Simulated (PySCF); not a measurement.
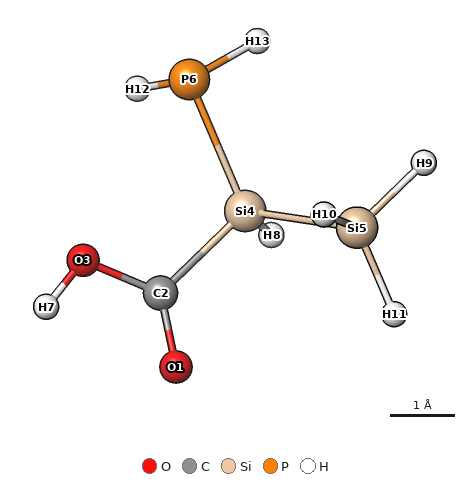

*The input geometry (ball-and-stick view, seen at a tilt; atoms are numbered from 1 in the order of the input).*

Bond lengths as drawn: C–O 1.20 to 1.34 Å, C–Si 1.93 Å, H–O 0.97 Å, H–P 1.43 Å, H–Si 1.49 to 1.50 Å, P–Si 2.26 Å and Si–Si 2.34 Å.

**Excited-state calculation, with input and output: CH7O2PSi2**

System: CH7O2PSi2.
Method: TDDFT PBE0/6-31G*, vertical, gas phase, core orbitals frozen in the response (PySCF 2.14.0).

The geometry comes from this level: PBE0-D3(BJ)/def2-SVP.

## What the program printed
```
coarse grid: 12472 points
cycle   1  E = -1112.3952642283  dE =  5.210e-01  |g| = 8.563e-01  |ddm| = 3.354e+00
cycle   2  E = -1112.0276093252  dE =  3.677e-01  |g| = 1.609e+00  |ddm| = 1.958e+00
cycle   3  E = -1112.5239242597  dE = -4.963e-01  |g| = 2.960e-01  |ddm| = 1.483e+00
cycle   4  E = -1112.5403829614  dE = -1.646e-02  |g| = 8.060e-02  |ddm| = 2.761e-01
cycle   5  E = -1112.5415547853  dE = -1.172e-03  |g| = 1.673e-02  |ddm| = 6.885e-02
cycle   6  E = -1112.5416285277  dE = -7.374e-05  |g| = 4.207e-03  |ddm| = 2.423e-02
cycle   7  E = -1112.5416333316  dE = -4.804e-06  |g| = 8.600e-04  |ddm| = 6.088e-03
final grid: 107008 points
cycle   8  E = -1112.4659577746  dE = -3.380e-06  |g| = 8.735e-03  |ddm| = 1.773e-02
cycle   9  E = -1112.4659269869  dE =  3.079e-05  |g| = 1.544e-02  |ddm| = 1.685e-02
cycle  10  E = -1112.4659721626  dE = -4.518e-05  |g| = 1.982e-03  |ddm| = 1.106e-02
cycle  11  E = -1112.4659730027  dE = -8.401e-07  |g| = 2.455e-04  |ddm| = 1.775e-03
cycle  12  E = -1112.4659730166  dE = -1.394e-08  |g| = 4.420e-05  |ddm| = 3.295e-04
cycle  13  E = -1112.4659730173  dE = -6.910e-10  |g| = 1.447e-05  |ddm| = 9.842e-05
```

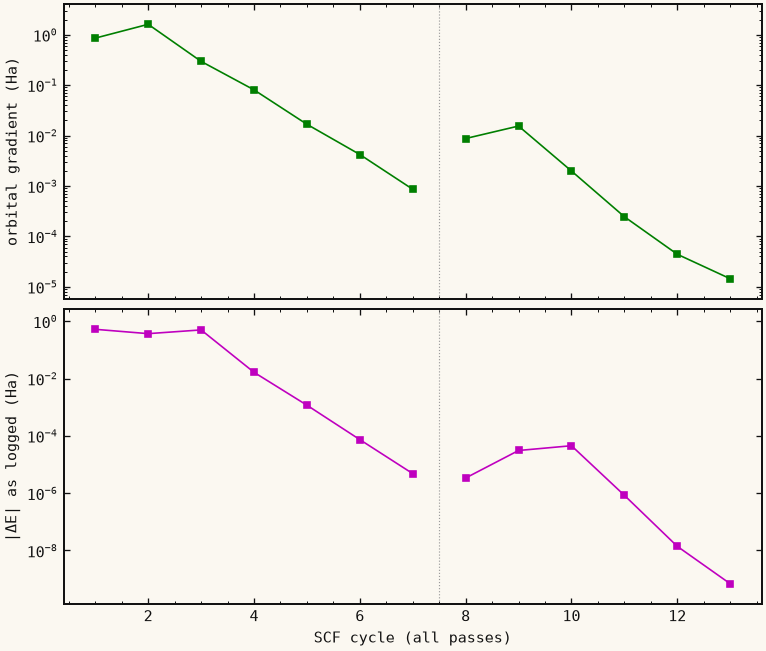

*Convergence of the self-consistent field: orbital gradient and size of the energy change against the SCF cycle. The dotted line marks the change from a coarse to the final integration grid.*

The first 7 cycles use a coarse grid, the final grid takes over at cycle 8, and the field converges after 13 cycles in all.

```
converged SCF energy = -1112.4659730173

Static polarisability (au): isotropic 89.770, principal 70.581 92.553 106.174

Singlet excitations
state   eV       nm        f      main configurations
  1   5.1420    241.1   0.00312   H->L 0.61, H-1->L 0.33
  2   6.1659    201.1   0.00721   H-1->L 0.61, H->L 0.35
  3   6.3769    194.4   0.03755   H->L+1 0.84
  4   6.5526    189.2   0.03037   H-1->L+1 0.89
  5   6.7075    184.8   0.02275   H-2->L 0.52, H->L+2 0.38
  6   6.8444    181.1   0.06695   H->L+2 0.54, H-2->L 0.29
  7   6.9517    178.4   0.02358   H-2->L+1 0.45, H->L+3 0.31
  8   7.0516    175.8   0.00224   H-1->L+2 0.90
  9   7.2671    170.6   0.20014   H-2->L+1 0.35, H->L+4 0.21, H-2->L+2 0.14
 10   7.3375    169.0   0.06058   H->L+4 0.38, H-1->L+3 0.35

Triplet excitations (Tamm-Dancoff, eV): 4.4862 5.5137 5.6775 5.7484
```

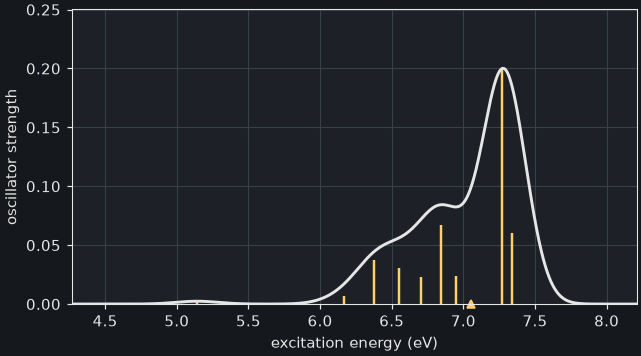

*Computed excitations as sticks (degenerate states added up, dark ones marked on the axis), with a Gaussian envelope of 0.35 eV full width at half maximum, scaled to the tallest.*

Of the 10 states the lowest lies at 5.14 eV (f = 0.003); the strongest line is at 7.27 eV, or 171 nm (f = 0.200).

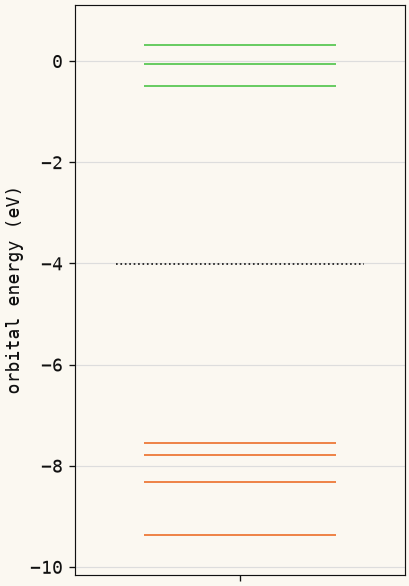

*Orbital energies near the frontier; the dotted line parts filled from empty levels, and levels within 0.02 eV of each other stand side by side.*

Highest filled −7.55 eV, lowest empty −0.49 eV, 7.06 eV apart.

The run was set up as follows.

## The input
```
{"job": {"kind": "uv", "xc": "PBE0", "basis": "6-31G*"}, "charge": 0, "multiplicity": 1}
O      1.623209    -1.840748     0.784170
C      1.498627    -0.792528     0.206263
O      2.408180    -0.327748    -0.660587
Si    -0.032213     0.364681     0.441746
Si    -1.913778    -0.981982     0.086609
P      0.052558     2.015508    -1.105699
H      3.122398    -0.988482    -0.706092
H      0.034300     0.838436     1.858603
H     -3.151553    -0.146955     0.170293
H     -1.821725    -1.575882    -1.281779
H     -1.972766    -2.070168     1.106013
H      1.121595     2.702474    -0.452782
H     -0.963158     2.786434    -0.457093
```

The first line tells a small driver script what to run in PySCF; the rest is the geometry in Å.

Launch command:
```bash
OMP_NUM_THREADS=1 python <driver script> task.json out
```

## Key numbers

| quantity | value |
| --- | --- |
| outcome | converged |
| total energy | −1112.465973 hartree |
| HOMO | −7.55 eV |
| LUMO | −0.49 eV |
| dipole moment | 1.12 D |
| mean polarisability | 89.77 a.u. |
| lowest singlet excitation | 5.14 eV |
| hardware | 1 CPU thread, shared host |
| wall time | 13 s |
| peak memory | 0.59 GiB |
